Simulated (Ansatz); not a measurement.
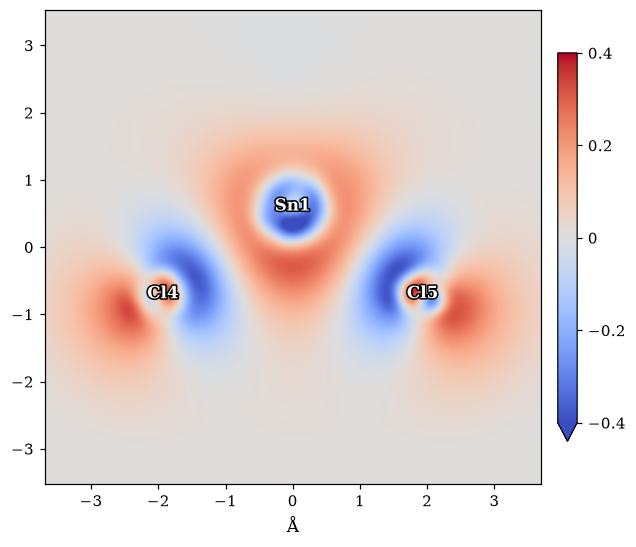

Figure 1: Cl2H2OSn···HBr. The LUMO on the plane of atoms Cl4, Sn1 and Cl5 (values in Å⁻³ᐟ²; the overall sign is arbitrary).

Core potentials replace the inner electrons of Sn; not at a stationary point (largest force 1.4 eV/Å).

Theory: Ansatz, RKS PBE0/def2-SVP.

```xyz
8

Sn   -0.1525   -0.2446   -0.0533
O    -0.1053   -0.2385    1.9158
H    -0.8190    0.2954    2.2897
Cl    2.0556   -0.1616   -0.7767
Cl   -1.3821    1.6002   -0.7805
H    -0.8723   -1.6724   -0.6377
Br    1.5604    2.7060    1.6124
H     1.3677    1.3649    2.2558
```

> Describe this orbital and give its energy.

By Hirshfeld shares it lies mainly on Sn1 (about 40 %), Cl5 (about 20 %), Cl4 (about 15 %), H6 (about 15 %) and O2 (about 10 %). Its energy is −2.02 eV.
